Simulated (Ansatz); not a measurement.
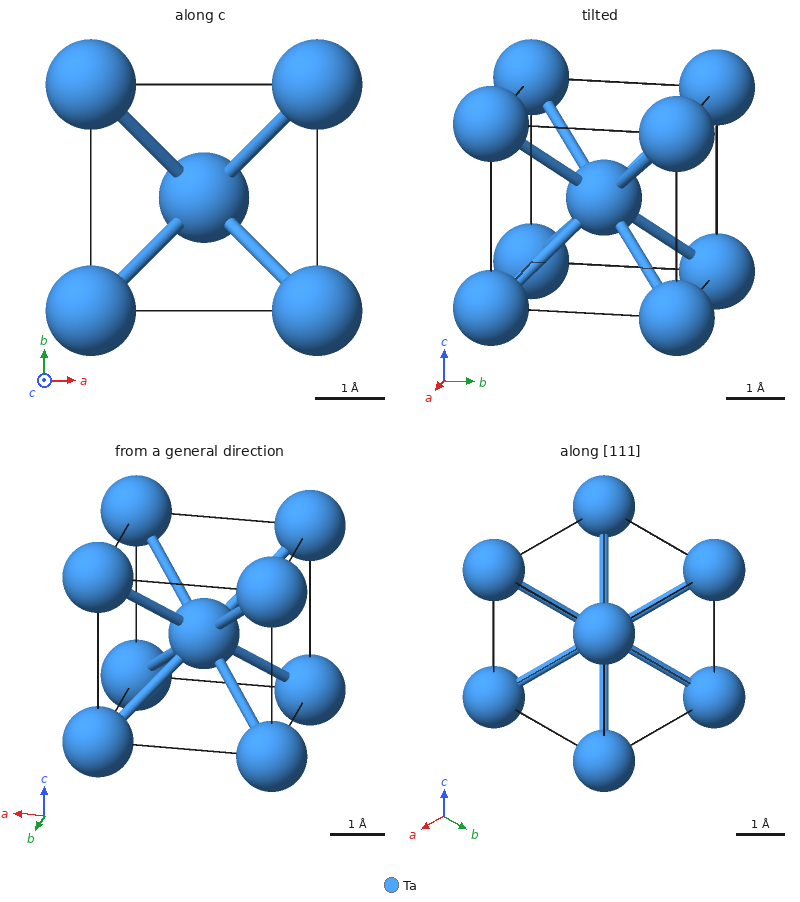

The image is a ball-and-stick drawing of a crystal, viewed along the c axis, slightly off an axis, from a general direction and along [111]. The lines enclose the conventional unit cell; boundary atoms appear with their images.

The box has a = 3.310 Å, b = 3.310 Å, c = 3.310 Å, α = 90.00°, β = 90.00°, γ = 90.00°.

Count the atoms in the cell.

Answer. 2 (tantalum), counting shared atoms by their share.

What are the crystal system and the lattice centring?

Answer. Body-centred cubic.

Space group?

Answer. Im-3m (No. 229), with Ta on 2a.

What structure family is shown?

Answer. Body-centred cubic (W type).

In how many dimensions do the bonds extend?

Answer. The bonds build a three-dimensional framework.

The structure comes from the standard structure of this element. Earlier steps of the study, as a rule a relaxation of our own, may have changed the cell and positions, so they can lie some per cent off the listed ones. It went into a calculation with Ansatz.

At this level of theory the run's own cell isn't at rest (stretched, at -5 GPa), so its distances can differ from those at equilibrium, the more so the softer the solid.
